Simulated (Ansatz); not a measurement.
**Al2Au: pressure series**

The reference is Al2Au (space group Fm-3m, No. 225; a = 6.060 Å).

Cell and atoms are relaxed at each pressure.

The values are results of Kohn–Sham DFT with the PBE functional, run in Ansatz (an electronic-structure program) with PAW and 420 eV plane waves, scalar-relativistic without spin-orbit coupling, not measurements.

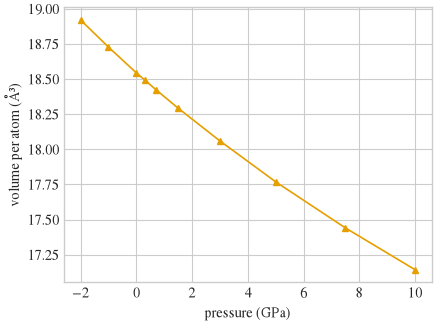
Figure. Volume per atom against pressure

```csv
pressure (GPa),volume per atom
-2,18.92 Å³
-1,18.73 Å³
0.3,18.49 Å³
0.7,18.43 Å³
1.5,18.29 Å³
3,18.06 Å³
5,17.77 Å³
7.5,17.44 Å³
10,17.14 Å³
```

Load acts through the strain it causes; cell and atoms are relaxed under it. Whether these cells are dynamically stable was not tested. Competing high-pressure phases were not computed.
